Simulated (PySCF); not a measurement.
| atom | x (Å) | y (Å) | z (Å) |
| --- | --- | --- | --- |
| C | -1.7913 | -1.3510 | 0.3319 |
| O | -0.6963 | -1.1360 | 1.2179 |
| C | 0.3823 | -0.5035 | 0.6456 |
| O | 1.2547 | -1.3382 | -0.0993 |
| C | 1.9469 | -0.4993 | -0.9129 |
| C | 1.5364 | 0.7806 | -0.8118 |
| C | 0.4668 | 0.8273 | 0.1430 |
| C | -0.2814 | 1.9445 | 0.5460 |
| O | -0.1757 | 3.1277 | 0.1241 |
| H | -1.5100 | -2.0353 | -0.4775 |
| H | -2.1229 | -0.4028 | -0.1037 |
| H | -2.5973 | -1.7915 | 0.9210 |
| H | 2.7253 | -0.9529 | -1.5032 |
| H | 1.9115 | 1.6228 | -1.3613 |
| H | -1.0533 | 1.7157 | 1.3182 |

Geometry: GFN2-xTB.

Computed with PySCF, UKS B3LYP, pcH-1 on C H O, non-relativistic, mean-field spin-orbit, GIAO.

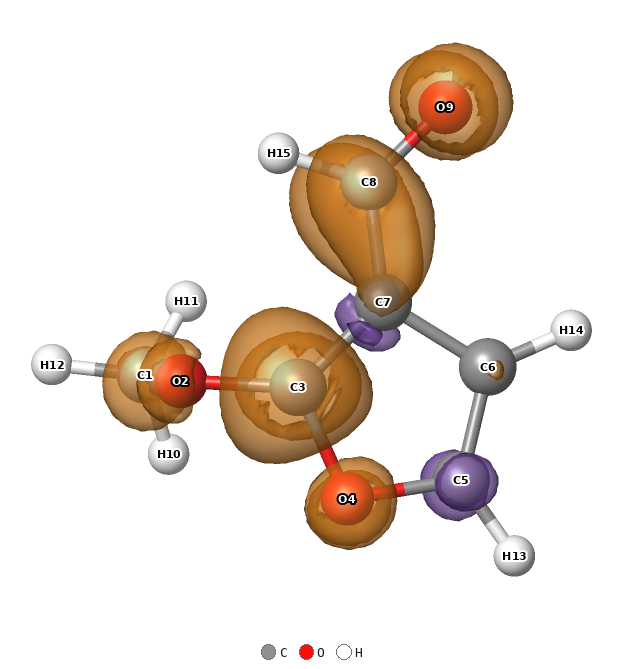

C₆H₆O₃ (SMILES COc1occc1[CH][O-]) (charge −1, doublet). Isosurfaces of the spin density (α minus β) at +0.02 (orange) and −0.02 e/Å³ (purple), seen at a tilt.

> Where is the unpaired spin?

The unpaired spin (1 electron) lies mostly on C3 (about 0.4), O9 (about 0.2), C8 (about 0.2) and O4 (about 0.1), in electrons by Hirshfeld's partition.
